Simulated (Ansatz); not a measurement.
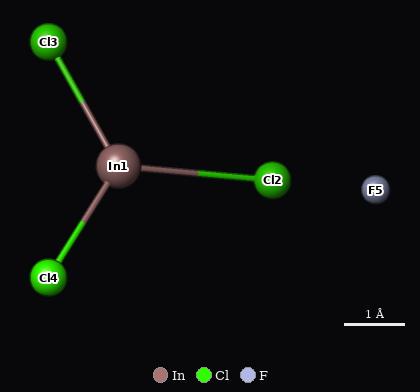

Figure 1. The starting structure (ball-and-stick view, seen at a tilt; atoms are numbered from 1 in the order of the input). Sticks mark near contacts. Bond lengths as drawn: Cl–In 2.44 to 2.69 Å.

Run report: InCl3F, geometry relaxation

InCl3F, multiplicity 2, computed with UHF/def2-SVP (Ansatz 0.2.0).

The input holds or restrains some coordinates. It belongs to a series of runs on one base structure; here: pulled along the bonds that form and break, towards end A. Figures and captions count atoms from 1; the log counts them from 0 in places.

The program's output
```
The last accepted step is kept in [file] (removed where the run ends without a failure and the disk answers)
Engine: ansatz 0.2.0, aarch64-unknown-linux-gnu
Functional definition: HF
  exchange = exact_x
  correlation = 0
1010 factors; integrals over basis functions are off by at most 3.0e-4 eV
mean field evaluation 1: about -45347.5606 eV, gradient 2.2e1 eV
mean field evaluation 2: about -45347.6773 eV, gradient 2.2e1 eV
mean field evaluation 4: about -45350.8243 eV, gradient 3.4e0 eV
mean field evaluation 8: about -45351.2559 eV, gradient 8.5e-1 eV
mean field evaluation 16: about -45351.2811 eV, gradient 2.0e-5 eV
mean field evaluation 32: about -45347.5434 eV, gradient 8.9e0 eV
mean field -45351.28110725 eV, -1666.6288404891 hartree, gradient 1.9e-5 eV, S^2 0.898779; 0 other end points of the search recorded, 0 dependent functions left out
the calculation of the forces begins
reference -45351.28110725 eV, -1666.6288404891 hartree; 41, 40 occupied and 53, 54 virtual orbitals, 1010 factors
relax step   1: F+E_penalty+E_count = -45351.28110725 eV  Δ(F+E_penalty+E_count) = +0.000e0 eV  max|allowed force component| = 4.667e0 eV/Å  E_restraint = 13.08750000 eV  max|allowed force component, restraints' pulls added| = 3.917e1 eV/Å  Δτ_max = 0.0000 Å  (104 SCF iters, accepted)
  distance Cl 1 - F 4 = 1.8000 Å
  distance In 0 - Cl 1 = 2.6900 Å
these checks for a lower state are left out or cut short: starts, cluster_reference, orbital_swaps, neighbouring_geometries, increment
1010 factors; integrals over basis functions are off by at most 2.7e-4 eV
mean field -45352.87762108 eV, -1666.6875112901 hartree, gradient 1.2e-5 eV, S^2 0.764260; 0 other end points of the search recorded, 0 dependent functions left out
the calculation of the forces begins
reference -45352.87762108 eV, -1666.6875112901 hartree; 41, 40 occupied and 53, 54 virtual orbitals, 1010 factors
relax step   2: F+E_penalty+E_count = -45352.87762108 eV  Δ(F+E_penalty+E_count) = -1.597e0 eV  max|allowed force component| = 4.094e0 eV/Å  E_restraint = 4.72541118 eV  max|allowed force component, restraints' pulls added| = 2.205e1 eV/Å  Δτ_max = 0.1948 Å  (51 SCF iters, accepted)
  distance Cl 1 - F 4 = 2.1401 Å
  distance In 0 - Cl 1 = 2.4785 Å
these checks for a lower state are left out or cut short: starts, cluster_reference, orbital_swaps, neighbouring_geometries, increment
1011 factors; integrals over basis functions are off by at most 2.4e-4 eV
mean field -45353.59872133 eV, -1666.7140112354 hartree, gradient 4.9e-6 eV, S^2 0.753319; 0 other end points of the search recorded, 0 dependent functions left out
the calculation of the forces begins
reference -45353.59872133 eV, -1666.7140112354 hartree; 41, 40 occupied and 53, 54 virtual orbitals, 1011 factors
relax step   3: F+E_penalty+E_count = -45353.59872133 eV  Δ(F+E_penalty+E_count) = -7.211e-1 eV  max|allowed force component| = 1.788e0 eV/Å  E_restraint = 0.60660341 eV  max|allowed force component, restraints' pulls added| = 7.036e0 eV/Å  Δτ_max = 0.2000 Å  (50 SCF iters, accepted)
  distance Cl 1 - F 4 = 2.5004 Å
  distance In 0 - Cl 1 = 2.4154 Å
these checks for a lower state are left out or cut short: starts, cluster_reference, orbital_swaps, neighbouring_geometries, increment
1011 factors; integrals over basis functions are off by at most 2.4e-4 eV
mean field evaluation 64: about -45353.6810 eV, gradient 1.7e0 eV
mean field -45353.70505825 eV, -1666.7179190451 hartree, gradient 9.0e-6 eV, S^2 0.752663; 0 other end points of the search recorded, 0 dependent functions left out
the calculation of the forces begins
reference -45353.70505825 eV, -1666.7179190451 hartree; 41, 40 occupied and 53, 54 virtual orbitals, 1011 factors
relax step   4: F+E_penalty+E_count = -45353.70505825 eV  Δ(F+E_penalty+E_count) = -1.063e-1 eV  max|allowed force component| = 1.360e0 eV/Å  E_restraint = 0.01801515 eV  max|allowed force component, restraints' pulls added| = 1.059e-1 eV/Å  Δτ_max = 0.1725 Å  (52 SCF iters, accepted)
  distance Cl 1 - F 4 = 2.7118 Å
  distance In 0 - Cl 1 = 2.4074 Å
1011 factors; integrals over basis functions are off by at most 2.4e-4 eV
mean field evaluation 96: about -45353.6646 eV, gradient 1.2e0 eV
mean field evaluation 128: about -45353.5770 eV, gradient 6.1e0 eV
mean field evaluation 160: about -45353.6325 eV, gradient 4.1e-2 eV
mean field evaluation 192: about -45353.7049 eV, gradient 8.9e-2 eV
```

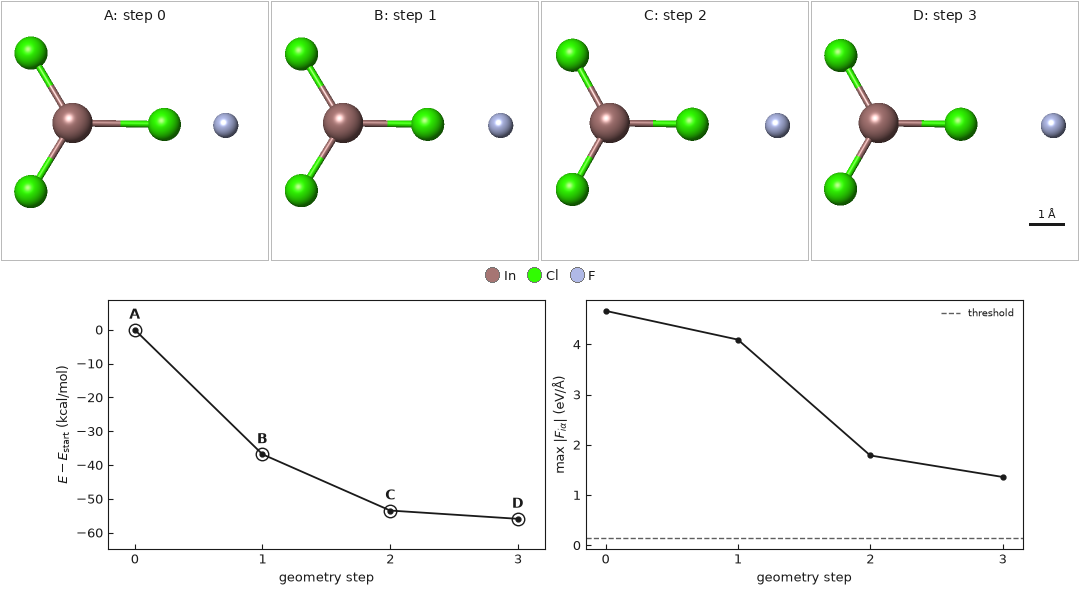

Figure 2. Frames of the restrained relaxation (ball-and-stick view, seen at a tilt) above the curves, on which the letters mark them (the first geometry is step 0 here and step 1 in the log).

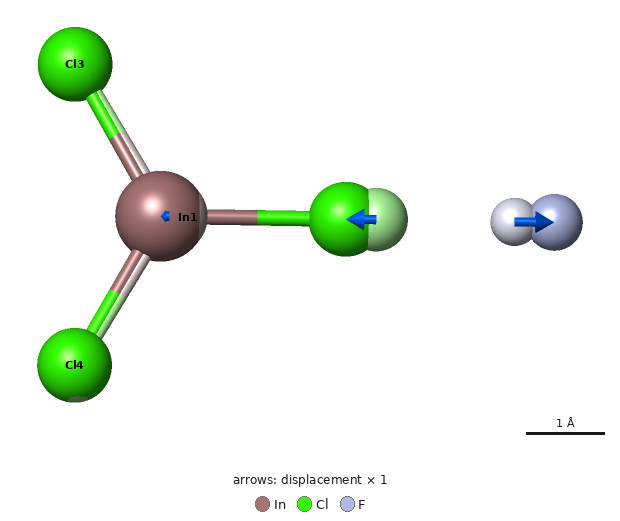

Figure 3. Start (faint) and end (solid) with the displacements as blue arrows, at true length (ball-and-stick view, seen at a tilt). The two geometries are laid on each other by the best rigid fit. The largest move after the best rigid fit is that of F5, 0.52 Å. By element the largest moves are F 0.52 Å, Cl 0.39 Å, In 0.11 Å. Among the contacts that change: In1–Cl2 2.690 → 2.407 Å, In1–Cl3 2.440 → 2.322 Å. Among the angles that change: Cl3–In1–Cl4 120.0° → 122.6°. After 3 geometry steps the energy has fallen by 55.9 kcal/mol. The largest force component goes from 4.7 to 1.4 eV/Å. (Atoms are counted from 1 in the order of the input.)

```
mean field -45353.70505825 eV, -1666.7179190451 hartree, gradient 9.0e-6 eV, S^2 0.752663; 3 other end points of the search recorded, 0 dependent functions left out
the calculation of the forces begins
reference -45353.70505825 eV, -1666.7179190451 hartree; 41, 40 occupied and 53, 54 virtual orbitals, 1011 factors
Total energy: -45353.70505825 eV, -1666.7179190451 hartree
Atom 0 at    -0.000294    -0.000004    -0.111541 Å, force    -0.000687    -0.000031     1.082961 eV/Å
Atom 1 at    -0.001226    -0.000055     2.295891 Å, force     0.000072     0.000014    -1.359796 eV/Å
Atom 2 at     2.036864     0.000013    -1.225276 Å, force    -0.030076     0.000003    -0.009049 eV/Å
Atom 3 at    -2.036637     0.000013    -1.226812 Å, force     0.030385     0.000003    -0.008863 eV/Å
Atom 4 at     0.001293     0.000033     5.007738 Å, force     0.000306     0.000011     0.294747 eV/Å
Dipole moment:     0.000067     0.000008    -0.162755 e Å
```

Trajectory as extended XYZ (Å, eV, eV/Å), 4 frames, from step=1 to step=4
```
5
Properties=species:S:1:pos:R:3:forces:R:3 step=1 energy=-45351.28111
In    0.0000    0.0000    0.0000    0.0000   0.0000  -0.2089
Cl    0.0000    0.0000    2.6900    0.0000   0.0000  -4.6668
Cl    2.1130    0.0000   -1.2200   -1.2001   0.0000   0.7014
Cl   -2.1130    0.0000   -1.2200    1.2001   0.0000   0.7014
F     0.0000    0.0000    4.4900    0.0000   0.0000   3.4729
5
Properties=species:S:1:pos:R:3:forces:R:3 step=2 energy=-45352.87762
In    0.0000    0.0000    0.0166    0.0000   0.0000   0.3229
Cl    0.0000    0.0000    2.4952    0.0000   0.0000  -4.0940
Cl    2.0854    0.0000   -1.2035   -1.1323   0.0000   0.6996
Cl   -2.0854    0.0000   -1.2035    1.1323   0.0000   0.6996
F     0.0000    0.0000    4.6352    0.0000   0.0000   2.3720
5
Properties=species:S:1:pos:R:3:forces:R:3 step=3 energy=-45353.59872
In    0.0000    0.0000   -0.0806    0.0000   0.0000   1.1723
Cl    0.0000    0.0000    2.3348    0.0000   0.0000  -1.7876
Cl    2.0474    0.0000   -1.1747   -0.0441   0.0000  -0.0237
Cl   -2.0474    0.0000   -1.1747    0.0441   0.0000  -0.0237
F     0.0000    0.0000    4.8352    0.0000   0.0000   0.6627
5
Properties=species:S:1:pos:R:3:forces:R:3 step=4 energy=-45353.70506
In   -0.0003    0.0000   -0.1115   -0.0007   0.0000   1.0830
Cl   -0.0012   -0.0001    2.2959    0.0001   0.0000  -1.3598
Cl    2.0369    0.0000   -1.2253   -0.0301   0.0000  -0.0090
Cl   -2.0366    0.0000   -1.2268    0.0304   0.0000  -0.0089
F     0.0013    0.0000    5.0077    0.0003   0.0000   0.2947
```

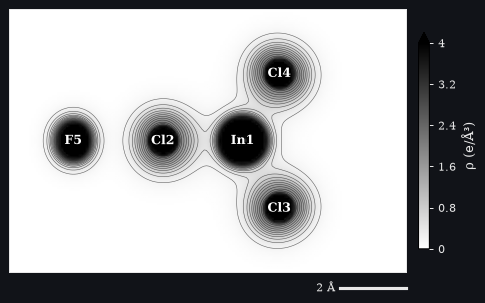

Figure 4. Electron density on the molecular plane. In–Cl (2.32 Å): ρ is about 0.53 e/Å³ halfway. Cl–F (2.71 Å): ρ is about 0.13 e/Å³ halfway, with its minimum of 0.1 e/Å³ about 1.5 Å from Cl.

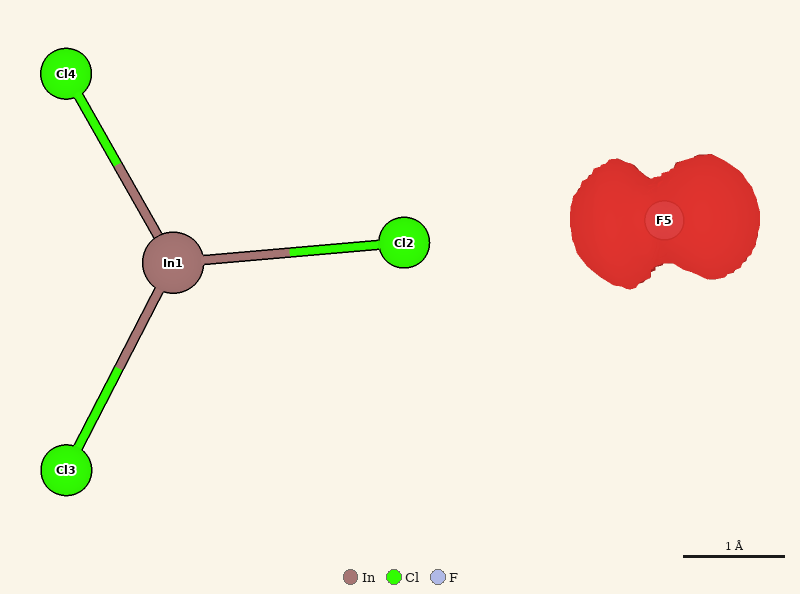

Figure 5. Isosurfaces of the spin density at +0.1 (red) and −0.1 e/Å³ (blue), seen at a tilt. The unpaired spin (1 electron) lies mostly on F5 (about 1.0), in electrons by Hirshfeld's partition. Only one sign reaches the isovalue.

This output came from the following input.

Input
```yaml
crystal:
  periodic: [false, false, false]
  atoms:
    - { symbol: In, position_ang: [0.0, 0.0, 0.0] }
    - { symbol: Cl, position_ang: [0.0, 0.0, 2.69] }
    - { symbol: Cl, position_ang: [2.113, 0.0, -1.22] }
    - { symbol: Cl, position_ang: [-2.113, 0.0, -1.22] }
    - { symbol: F, position_ang: [0.0, 0.0, 4.49] }
magnetization:
  spin_polarized: true
  initial_magnetization: 1
basis:
  gaussian: { orbitals: def2-SVP }
hamiltonian:
  xc: hf
relax:
  f_tol: 0.15
  max_steps: 25
  restrain:
    - { distance: [1, 4], at: 2.7, k: 30.0 }
    - { distance: [0, 1], at: 2.44, k: 30.0 }
output:
  orbitals: {}
```

Run as:
```bash
ansatz run input.yaml --threads 2 --pin off --max-ram 3072MiB --backend cpu --events-out ev --progress --plain --runs-dir out
```

Summary

- outcome: converged under the restraints of the input
- total energy: −45353.7051 eV
- mean-field energy: −45353.7051 eV
- ⟨S²⟩: 0.753
- largest force (length of the vector) at the end, held atoms and coordinates included: 1.360 eV/Å
- hardware: 2 threads of Arm Neoverse V2, 24 GiB of memory available, shared host
- wall time: 17 s (CPU time 33 s)
- peak memory: 0.33 GiB
